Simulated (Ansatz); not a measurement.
Base system: Bi2Te2Se (space group R-3m, No. 166; a = 4.304 Å, c = 30.843 Å (hexagonal axes); a cell from a computed database, its experimental status unchecked).

Now apply this change: cell and atoms relaxed at a pressure of 0.3 GPa.

Computed with Kohn–Sham DFT with the r2SCAN+rVV10 functional, run in Ansatz (an electronic-structure program) with PAW and 500 eV plane waves, without spin-orbit coupling.

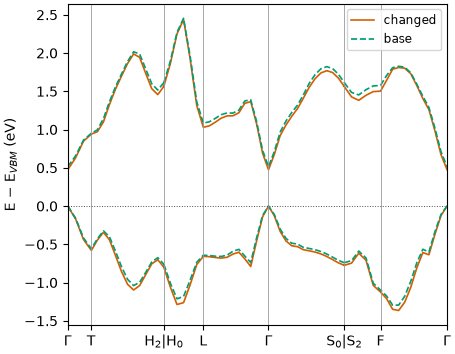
Figure. Highest valence and lowest conduction band along the path, each from its own valence-band maximum

The gap is 0.47 eV, direct at Γ; the base has 0.51 eV.

Spin-orbit coupling, missing from the scalar runs, can matter with Bi and Te. Load acts through the strain it causes; cell and atoms are relaxed under it. Whether these cells are dynamically stable was not tested.
